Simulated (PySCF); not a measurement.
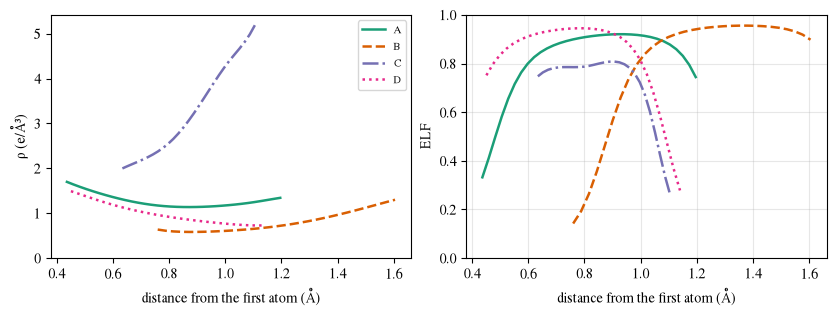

Figure 1: C3H9O2SSi (SMILES C[Si](C)S(C)(=O)=O) (doublet). Electron density and ELF along straight lines between neighbouring atoms. The curves leave out the atomic cores.

Geometry: GFN2-xTB.

These are results of PySCF, UKS B3LYP, pcH-1 on C H O S Si, non-relativistic, mean-field spin-orbit, GIAO, not measurements.

```csv
atom,x (Å),y (Å),z (Å)
C,-2.1678,-1.1356,0.4965
Si,-0.8417,0.1198,1.0211
C,-0.8944,1.7399,0.0177
S,0.9885,-0.8154,0.1013
C,2.5436,0.1179,0.4105
O,1.1861,-2.1548,0.6203
O,0.6927,-0.6927,-1.3193
H,-1.9277,-2.1225,0.8869
H,-2.1738,-1.2079,-0.5915
H,-3.1693,-0.8752,0.8281
H,-0.1695,2.4734,0.3649
H,-0.6645,1.5069,-1.0219
H,-1.8722,2.2121,0.0510
H,2.3922,1.1300,0.0596
H,2.7358,0.0842,1.4747
H,3.3343,-0.3710,-0.1438
```

Question: Which curve belongs to which contact (C–S, C–Si, Si–S and S–O)? The first atom named is at distance zero.

Answer: Curve A: C–S (1.84 Å): ρ is about 1.1 e/Å³ halfway; the ELF peaks at about 0.90 between the atoms (a shared electron pair). Curve B: Si–S (2.25 Å): the density is about 0.67 e/Å³ at the midpoint, with its minimum of 0.58 e/Å³ about 0.9 Å from Si; the ELF peaks at about 0.95 between the atoms: a shared electron pair. Curve C: S–O (1.45 Å): the density is about 2.2 e/Å³ at the midpoint; the ELF peaks at about 0.80 between the atoms; a short, strongly polar bond. Curve D: C–Si (1.90 Å): ρ is about 0.8 e/Å³ halfway; the ELF peaks at about 0.95 between the atoms; localised, covalent bonding.
